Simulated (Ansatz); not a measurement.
# Does disorder add resistance in series? Pt(111) layers displaced at 800 K

Two lengths of the disordered region are known. What area resistance does the third give?

**Method.** Ansatz 0.2.0, plane waves with PAW datasets at their recommended cutoffs (420 eV for most), Fermi-Dirac smearing; ballistic transmission by layer matching. The area resistance is RA = A (h/2e²)(1/T − 1/N), with T the zone-mean transmission per spin and N the lead's channels, both averaged over a few energies near the Fermi level; for magnets each spin is taken apart, with h/e², and the two conduct in parallel. Lateral cell 2x2, PBE, a fresh random draw for each length. Atoms are displaced independently, by 0.102 Å r.m.s. per direction; each RA is scaled by the nominal over the drawn mean square displacement.

Results; the value marked ? is to be predicted:

| length (Å) | channels N | RA (fΩ m²) |
| --- | --- | --- |
| 9.06 | 6.753 | 0.277 |
| 18.1 | 6.753 | 0.503 |
| 27.2 | 6.713 | ? |

Worked fit:

Ohm's law makes RA linear in the length: the slope is (0.503 − 0.277)/(18.1 − 9.06) = 0.0249 fΩ m² per Å, or 25 µΩ cm. Then 0.503 + 0.0249 × 9.06. Predicted: 0.728 fΩ m².

**The withheld run.**

0.773 fΩ m², so the prediction is 5.8 % too low. The three lengths together give 27 µΩ cm. The two increments are 0.23 and 0.27 fΩ m², roughly as Ohm's law has it, though with one draw for each length that is a weak test.

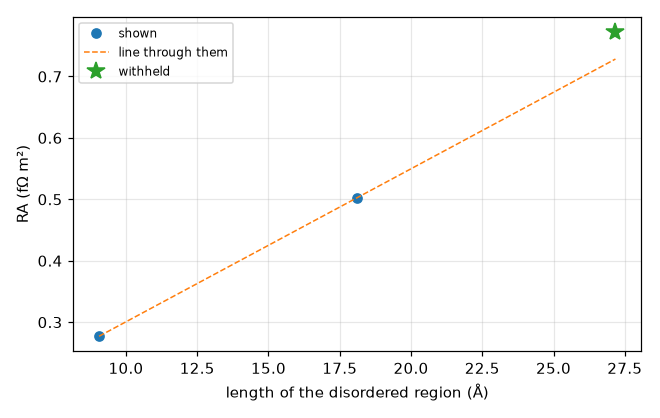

Area resistance against length.

**Limits.** The scatterers repeat sideways with the small cell. The slope is a raw one; a model of isotropic scattering puts it 1.01 times the bulk value over these lengths. Spin-orbit coupling is left out, which matters for Pt.
